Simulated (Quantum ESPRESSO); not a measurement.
# RbSrCl3 (Pm-3m): modes at Γ and the response to a field, part 2 of 3

Aim: the zone-centre modes of RbSrCl3 (Pm-3m).

Quantum ESPRESSO 7.5; DFT LDA, scalar-relativistic, plane waves, PseudoDojo norm-conserving pseudopotentials.

So far. Step 2 (A first look): A gap of 4.2 eV opens on this mesh, so the crystal is taken as an insulator; the start stands at -2.3 GPa. Step 4 (Self-consistent run for the response): The cell stands at -0.002 GPa, close enough for phonons. The relaxed cell has a = 5.489 Å (conventional setting).

## 5. Zone-centre response

At q = 0 one unit cell holds all displacements; symmetry groups them into irreducible representations that are solved one by one. The response to a field gives ε∞ and the Born charges, which polar modes need.

File ph.in:

```
phonons
&inputph
   prefix = 'x'
   outdir = './tmp'
   fildyn = 'g.dyn'
   tr2_ph = 1.0d-18
   epsil = .true.
/
0.000000000000 0.000000000000 0.000000000000
```

Launch:

```console
> OMP_NUM_THREADS=1 mpirun -n 4 ph.x -nk 4 -in ph.in > ph.out
```

The log of the run:

```text
[banners, grids, parts of the stress and lines that vanish by symmetry left out]
[banner, memory and clock lines left out]
Program PHONON v.7.5

     ./tmp/x.save/

     IMPORTANT: XC functional enforced from input :
     Exchange-correlation= PW
                           (   1   4   0   0   0   0   0)
     Any further DFT definition will be discarded
     Please, verify this is what you really want

     G-vector sticks info

     Reading collected, re-writing distributed wavefunctions in ./tmp/

     Number and degeneracy of irreps per q-point
       N         xq(1)         xq(2)         xq(3)   N irreps
       1   0.000000000   0.000000000   0.000000000       5
        3   3   3   3   3

     Calculation of q =    0.0000000   0.0000000   0.0000000

     phonons

     bravais-lattice index     =            1
     lattice parameter (alat)  =      10.3736  a.u.
     unit-cell volume          =    1116.3229 (a.u.)^3
     number of atoms/cell      =            5
     number of atomic types    =            3
     kinetic-energy cut-off    =      75.0000  Ry
     charge density cut-off    =     300.0000  Ry
     convergence threshold     =      1.0E-18
     beta                      =       0.7000
     number of iterations used =            4
     Exchange-correlation= PW
                           (   1   4   0   0   0   0   0)

     celldm(1)=   10.37361  celldm(2)=    0.00000  celldm(3)=    0.00000
     celldm(4)=    0.00000  celldm(5)=    0.00000  celldm(6)=    0.00000

     crystal axes: (cart. coord. in units of alat)
               a(1) = (  1.0000  0.0000  0.0000 )
               a(2) = (  0.0000  1.0000  0.0000 )
               a(3) = (  0.0000  0.0000  1.0000 )

     reciprocal axes: (cart. coord. in units 2 pi/alat)
               b(1) = (  1.0000  0.0000  0.0000 )
               b(2) = (  0.0000  1.0000  0.0000 )
               b(3) = (  0.0000  0.0000  1.0000 )

     Atoms inside the unit cell:

     Cartesian axes

     site n.  atom      mass           positions (alat units)
        1  Rb     85.4678   tau(    1) = (    0.50000    0.50000    0.50000  )
        2  Sr     87.6200   tau(    2) = (    0.00000    0.00000    0.00000  )
        3  Cl     35.4500   tau(    3) = (    0.50000    0.00000    0.00000  )
        4  Cl     35.4500   tau(    4) = (    0.00000    0.50000    0.00000  )
        5  Cl     35.4500   tau(    5) = (    0.00000    0.00000    0.50000  )

     Computing dynamical matrix for
                    q = (   0.0000000   0.0000000   0.0000000 )

     49 Sym.Ops. (with q -> -q+G )

     G cutoff =  817.7516  (  97713 G-vectors)     FFT grid: ( 60, 60, 60)
     number of k points=    10
                       cart. coord. in units 2pi/alat
        k(    1) = (   0.0000000   0.0000000   0.0000000), wk =   0.0312500
        k(    2) = (   0.0000000   0.0000000   0.2500000), wk =   0.1875000
        k(    3) = (   0.0000000   0.0000000  -0.5000000), wk =   0.0937500
        [... further k-points left out ...]

     PseudoPot. # 1 for Rb read from file:
     ./pseudo/Rb.upf
     Pseudo is Norm-conserving + core correction, Zval =  9.0

     PseudoPot. # 2 for Sr read from file:
     ./pseudo/Sr.upf
     Pseudo is Norm-conserving + core correction, Zval = 10.0

     PseudoPot. # 3 for Cl read from file:
     ./pseudo/Cl.upf
     Pseudo is Norm-conserving + core correction, Zval =  7.0

     Mode symmetry, O_h (m-3m)  point group:

     Electric field:
     Dielectric constant
     Born effective charges as d Force / d E

     Atomic displacements:
     There are    5 irreducible representations

     Representation     1      3 modes -  To be done

     Representation     2      3 modes -  To be done

     Representation     3      3 modes -  To be done

     Representation     4      3 modes -  To be done

     Representation     5      3 modes -  To be done

     Alpha used in Ewald sum =   2.8000

     Electric Fields Calculation

      iter #   1   av.it.:   6.3
      thresh= 1.000E-02 alpha_mix =  0.700 |ddv_scf|^2 =  5.075E-08

      [... iterations left out ...]
      iter #  10   av.it.:  12.5
      thresh= 1.466E-10 alpha_mix =  0.700 |ddv_scf|^2 =  5.094E-20

     End of electric fields calculation

          Dielectric constant in cartesian axis

          (       2.636640704       0.000000000       0.000000000 )
          (       0.000000000       2.636640704       0.000000000 )
          (       0.000000000       0.000000000       2.636640704 )

          Effective charges (d Force / dE) in cartesian axis without acoustic sum rule applied (asr)

           atom    1  Rb    Mean Z*:        1.28710
      Ex  (        1.28710        0.00000        0.00000 )
      Ey  (        0.00000        1.28710        0.00000 )
      Ez  (        0.00000        0.00000        1.28710 )
           atom    2  Sr    Mean Z*:        2.38823
      Ex  (        2.38823        0.00000        0.00000 )
      Ey  (        0.00000        2.38823        0.00000 )
      Ez  (        0.00000        0.00000        2.38823 )
           atom    3  Cl    Mean Z*:       -1.23172
      Ex  (       -1.93011        0.00000        0.00000 )
      Ey  (        0.00000       -0.88253        0.00000 )
      Ez  (        0.00000        0.00000       -0.88253 )
           atom    4  Cl    Mean Z*:       -1.23172
      Ex  (       -0.88253        0.00000        0.00000 )
      Ey  (        0.00000       -1.93011        0.00000 )
      Ez  (        0.00000        0.00000       -0.88253 )
           atom    5  Cl    Mean Z*:       -1.23172
      Ex  (       -0.88253        0.00000        0.00000 )
      Ey  (        0.00000       -0.88253        0.00000 )
      Ez  (        0.00000        0.00000       -1.93011 )

          Effective charges Sum: Mean:       -0.01984
             -0.01984        0.00000        0.00000
              0.00000       -0.01984        0.00000
              0.00000        0.00000       -0.01984

          Effective charges (d Force / dE) in cartesian axis with asr applied:
           atom    1  Rb    Mean Z*:        1.29107
      E*x (        1.29107        0.00000        0.00000 )
      E*y (        0.00000        1.29107        0.00000 )
      E*z (        0.00000        0.00000        1.29107 )
           atom    2  Sr    Mean Z*:        2.39220
      E*x (        2.39220        0.00000        0.00000 )
      E*y (        0.00000        2.39220        0.00000 )
      E*z (        0.00000        0.00000        2.39220 )
           atom    3  Cl    Mean Z*:       -1.22776
      E*x (       -1.92614        0.00000        0.00000 )
      E*y (        0.00000       -0.87857        0.00000 )
      E*z (        0.00000        0.00000       -0.87857 )
           atom    4  Cl    Mean Z*:       -1.22776
      E*x (       -0.87857        0.00000        0.00000 )
      E*y (        0.00000       -1.92614        0.00000 )
      E*z (        0.00000        0.00000       -0.87857 )
           atom    5  Cl    Mean Z*:       -1.22776
      E*x (       -0.87857        0.00000        0.00000 )
      E*y (        0.00000       -0.87857        0.00000 )
      E*z (        0.00000        0.00000       -1.92614 )

     Representation #   1 modes #   1   2   3

     Self-consistent Calculation

      iter #   1   av.it.:   5.6
      thresh= 1.000E-02 alpha_mix =  0.700 |ddv_scf|^2 =  1.135E-07

      [... iterations left out ...]
      iter #   9   av.it.:  12.7
      thresh= 3.477E-10 alpha_mix =  0.700 |ddv_scf|^2 =  2.690E-19

     End of self-consistent calculation

     Convergence has been achieved

     Representation #   2 modes #   4   5   6

     Self-consistent Calculation

      iter #   1   av.it.:   5.8
      thresh= 1.000E-02 alpha_mix =  0.700 |ddv_scf|^2 =  1.885E-07

      [... iterations left out ...]
      iter #   9   av.it.:  12.5
      thresh= 3.068E-10 alpha_mix =  0.700 |ddv_scf|^2 =  2.811E-19

     End of self-consistent calculation

     Convergence has been achieved

     Representation #   3 modes #   7   8   9

     Self-consistent Calculation

      iter #   1   av.it.:   4.7
      thresh= 1.000E-02 alpha_mix =  0.700 |ddv_scf|^2 =  9.462E-08

      [... iterations left out ...]
      iter #   9   av.it.:  12.1
      thresh= 3.094E-10 alpha_mix =  0.700 |ddv_scf|^2 =  5.756E-20

     End of self-consistent calculation

     Convergence has been achieved

     Representation #   4 modes #  10  11  12

     Self-consistent Calculation

      iter #   1   av.it.:   5.6
      thresh= 1.000E-02 alpha_mix =  0.700 |ddv_scf|^2 =  1.354E-07

      [... iterations left out ...]
      iter #   9   av.it.:  12.5
      thresh= 3.101E-10 alpha_mix =  0.700 |ddv_scf|^2 =  1.699E-19

     End of self-consistent calculation

     Convergence has been achieved

     Representation #   5 modes #  13  14  15

     Self-consistent Calculation

      iter #   1   av.it.:   5.4
      thresh= 1.000E-02 alpha_mix =  0.700 |ddv_scf|^2 =  4.261E-08

      [... iterations left out ...]
      iter #   7   av.it.:  12.9
      thresh= 2.590E-10 alpha_mix =  0.700 |ddv_scf|^2 =  1.952E-20

     End of self-consistent calculation

     Convergence has been achieved

     Number of q in the star =    1
     List of q in the star:
          1   0.000000000   0.000000000   0.000000000

          Dielectric constant in cartesian axis

          (       2.636640704       0.000000000       0.000000000 )
          (       0.000000000       2.636640704       0.000000000 )
          (       0.000000000       0.000000000       2.636640704 )

          Effective charges (d Force / dE) in cartesian axis without acoustic sum rule applied (asr)

           atom    1  Rb    Mean Z*:        1.28710
      Ex  (        1.28710        0.00000        0.00000 )
      Ey  (        0.00000        1.28710        0.00000 )
      Ez  (        0.00000        0.00000        1.28710 )
           atom    2  Sr    Mean Z*:        2.38823
      Ex  (        2.38823        0.00000        0.00000 )
      Ey  (        0.00000        2.38823        0.00000 )
      Ez  (        0.00000        0.00000        2.38823 )
           atom    3  Cl    Mean Z*:       -1.23172
      Ex  (       -1.93011        0.00000        0.00000 )
      Ey  (        0.00000       -0.88253        0.00000 )
      Ez  (        0.00000        0.00000       -0.88253 )
           atom    4  Cl    Mean Z*:       -1.23172
      Ex  (       -0.88253        0.00000        0.00000 )
      Ey  (        0.00000       -1.93011        0.00000 )
      Ez  (        0.00000        0.00000       -0.88253 )
           atom    5  Cl    Mean Z*:       -1.23172
      Ex  (       -0.88253        0.00000        0.00000 )
      Ey  (        0.00000       -0.88253        0.00000 )
      Ez  (        0.00000        0.00000       -1.93011 )

          Effective charges Sum: Mean:       -0.01984
             -0.01984        0.00000        0.00000
              0.00000       -0.01984        0.00000
              0.00000        0.00000       -0.01984

          Effective charges (d Force / dE) in cartesian axis with asr applied:
           atom    1  Rb    Mean Z*:        1.29107
      E*x (        1.29107        0.00000        0.00000 )
      E*y (        0.00000        1.29107        0.00000 )
      E*z (        0.00000        0.00000        1.29107 )
           atom    2  Sr    Mean Z*:        2.39220
      E*x (        2.39220        0.00000        0.00000 )
      E*y (        0.00000        2.39220        0.00000 )
      E*z (        0.00000        0.00000        2.39220 )
           atom    3  Cl    Mean Z*:       -1.22776
      E*x (       -1.92614        0.00000        0.00000 )
      E*y (        0.00000       -0.87857        0.00000 )
      E*z (        0.00000        0.00000       -0.87857 )
           atom    4  Cl    Mean Z*:       -1.22776
      E*x (       -0.87857        0.00000        0.00000 )
      E*y (        0.00000       -1.92614        0.00000 )
      E*z (        0.00000        0.00000       -0.87857 )
           atom    5  Cl    Mean Z*:       -1.22776
      E*x (       -0.87857        0.00000        0.00000 )
      E*y (        0.00000       -0.87857        0.00000 )
      E*z (        0.00000        0.00000       -1.92614 )

     Diagonalizing the dynamical matrix

     q = (    0.000000000   0.000000000   0.000000000 )

 **************************************************************************
     freq (    1) =      -1.525313 [THz] =     -50.878971 [cm-1]
     freq (    2) =      -1.525313 [THz] =     -50.878971 [cm-1]
     freq (    3) =      -1.525313 [THz] =     -50.878971 [cm-1]
     freq (    4) =      -1.207036 [THz] =     -40.262397 [cm-1]
     freq (    5) =      -1.207036 [THz] =     -40.262397 [cm-1]
     freq (    6) =      -1.207036 [THz] =     -40.262397 [cm-1]
     freq (    7) =      -0.074730 [THz] =      -2.492727 [cm-1]
     freq (    8) =      -0.074730 [THz] =      -2.492727 [cm-1]
     freq (    9) =      -0.074730 [THz] =      -2.492727 [cm-1]
     freq (   10) =       1.973967 [THz] =      65.844452 [cm-1]
     freq (   11) =       1.973967 [THz] =      65.844452 [cm-1]
     freq (   12) =       1.973967 [THz] =      65.844452 [cm-1]
     freq (   13) =       8.243801 [THz] =     274.983596 [cm-1]
     freq (   14) =       8.243801 [THz] =     274.983596 [cm-1]
     freq (   15) =       8.243801 [THz] =     274.983596 [cm-1]
 **************************************************************************

     Mode symmetry, O_h (m-3m)  point group:

     freq (   1-   3) =        -50.9  [cm-1]   --> T_1u G_15  G_4- I
     freq (   4-   6) =        -40.3  [cm-1]   --> T_2u G_25  G_5-
     freq (   7-   9) =         -2.5  [cm-1]   --> T_1u G_15  G_4- I
     freq (  10-  12) =         65.8  [cm-1]   --> T_1u G_15  G_4- I
     freq (  13-  15) =        275.0  [cm-1]   --> T_1u G_15  G_4- I
```

Elapsed: 15 min, on 4 MPI ranks of Intel Xeon at 2.70GHz, shared host; 61 min of CPU time.

Read from the output:

```yaml
miss_of_the_charge_sum_rule: 0.01984 e
largest_acoustic_frequency_at_the_zone_centre_before_the_sum_rule: -2.49 cm⁻¹
highest_optical_zone_centre_mode_no_lo_to_term: 275.0 cm⁻¹
lowest_optical_zone_centre_mode: -50.88 cm⁻¹
mean_high_frequency_dielectric_constant: 2.637
largest_born_charge_in_size_third_of_the_trace: 2.388 e
```

Born charge (rows field, columns displacement), before the sum rule (e), principal values of the symmetric part by kind of site:

| atom | atoms with these values | low | middle | high | mean |
| --- | --- | --- | --- | --- | --- |
| Rb1 | 1 | 1.29 | 1.29 | 1.29 | 1.29 |
| Sr2 | 1 | 2.39 | 2.39 | 2.39 | 2.39 |
| Cl3 | 3 | -1.93 | -0.88 | -0.88 | -1.23 |

In full for Rb1:

```
1.29 0.00 0.00
0.00 1.29 0.00
0.00 0.00 1.29
```

High-frequency dielectric tensor:

```
2.64 0.00 0.00
0.00 2.64 0.00
0.00 0.00 2.64
```

The acoustic modes at Γ come out as far as 2.5 cm⁻¹ from zero, where they should vanish, a small numerical error; the Born charges miss their sum rule by 0.020 e, which is good. The lowest optical mode is imaginary, 51i cm⁻¹, an instability at this level and on this k mesh.

## 6. Modes with the sum rule

A rigid shift of the crystal must cost nothing, but grids and finite bases break this; the acoustic sum rule is imposed before the matrix is diagonalised again. With Born charges the intensities follow; a static dielectric tensor has no meaning with imaginary modes.

File dynmat.in:

```
&input
   fildyn = 'g.dyn'
   asr = 'simple'
   fileig = 'dynmat.eig'
   lperm = .true.
/
```

Launch:

```console
> dynmat.x -in dynmat.in > dynmat.out
```

The log of the run:

```text
[banner, memory and clock lines left out]
Program DYNMAT v.7.5

     Reading Dynamical Matrix from file g.dyn
     ...Force constants read
     ...epsilon and Z* read
     A direction for q was not specified:TO-LO splitting will be absent

     Polarizability (A^3 units)
     multiply by 0.647020 for Clausius-Mossotti correction
        21.544516    0.000000    0.000000
         0.000000   21.544516    0.000000
         0.000000    0.000000   21.544516

     IR activities are in (D/A)^2/amu units

# mode   [cm-1]    [THz]      IR
    1    -50.81   -1.5234    1.4671
    2    -50.81   -1.5234    1.4671
    3    -50.81   -1.5234    1.4671
    4    -40.15   -1.2036    0.0000
    5    -40.15   -1.2036    0.0000
    6    -40.15   -1.2036    0.0000
    7     -0.00   -0.0000    0.0000
    8     -0.00   -0.0000    0.0000
    9      0.00    0.0000    0.0000
   10     65.89    1.9753    0.3363
   11     65.89    1.9753    0.3363
   12     65.89    1.9753    0.3363
   13    275.01    8.2445    3.5726
   14    275.01    8.2445    3.5726
   15    275.01    8.2445    3.5726

Electronic dielectric permittivity tensor (relative, adimensional)
         2.636641    0.000000    0.000000
         0.000000    2.636641    0.000000
         0.000000    0.000000    2.636641

 ... with zone-center polar mode contributions
         4.244471   -0.000000   -0.000000
        -0.000000    4.244471    0.000000
        -0.000000    0.000000    4.244471

[end of the log left out, with the tail of the file of modes that dynmat.x writes under the same name]
```

The job ended after 0.74 s (1 thread).

This step gave:

- lowest optical zone-centre mode: -50.81 cm⁻¹

Unit eigenvectors of the mass-weighted matrix after the sum rule; no LO-TO term. Modes at Γ, with each element's share of the kinetic energy (negative means imaginary):

| mode | frequency (cm⁻¹) | Rb % | Sr % | Cl % |
| --- | --- | --- | --- | --- |
| 1 | -50.8 | 54 | 0 | 46 |
| 2 | -50.8 | 54 | 0 | 46 |
| 3 | -50.8 | 54 | 0 | 46 |
| 4 | -40.2 | 0 | 0 | 100 |
| 5 | -40.2 | 0 | 0 | 100 |
| 6 | -40.2 | 0 | 0 | 100 |
| 7 | 0.0 | 31 | 31 | 38 |
| 8 | 0.0 | 31 | 31 | 38 |
| 9 | 0.0 | 31 | 31 | 38 |
| 10 | 65.9 | 16 | 44 | 40 |
| 11 | 65.9 | 16 | 44 | 40 |
| 12 | 65.9 | 16 | 44 | 40 |
| 13 | 275.0 | 0 | 24 | 76 |
| 14 | 275.0 | 0 | 24 | 76 |
| 15 | 275.0 | 0 | 24 | 76 |

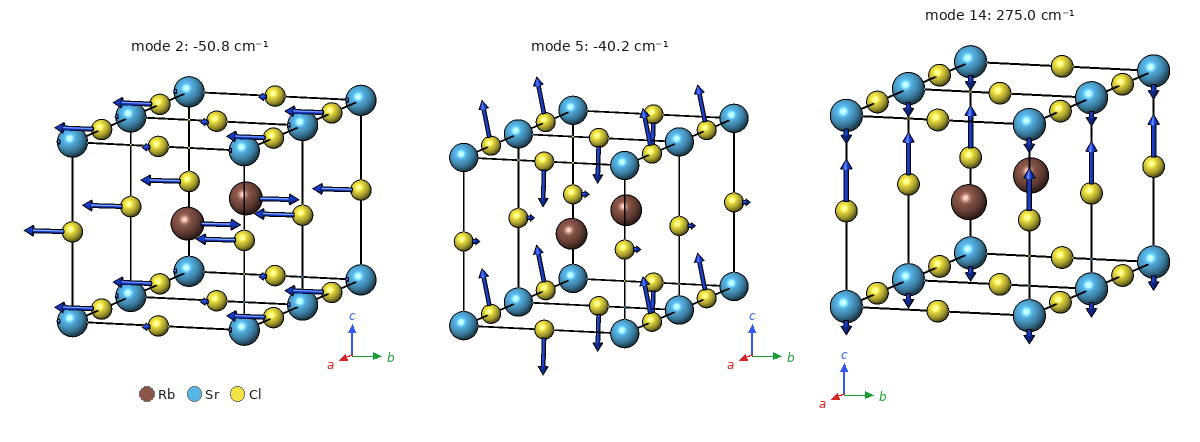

Displacement patterns of modes 2, 5 and 14 at Γ; arrows are exaggerated. 2×1×1 cells are drawn. Some periodic images of atoms are drawn too.

(Continued in part 3 of 3.)

[Host names and launcher messages were left out of these logs when they were recorded.]

[Logs are printed without paths, hosts, clocks, repeated set-up lines and the standing remarks that a program may print on its own settings, such as how far it seeks lower states.]

[Hosts, paths, dates, database ids (printed as entryN), source tags and the programs' standing remarks are cut or masked in the printed files.]
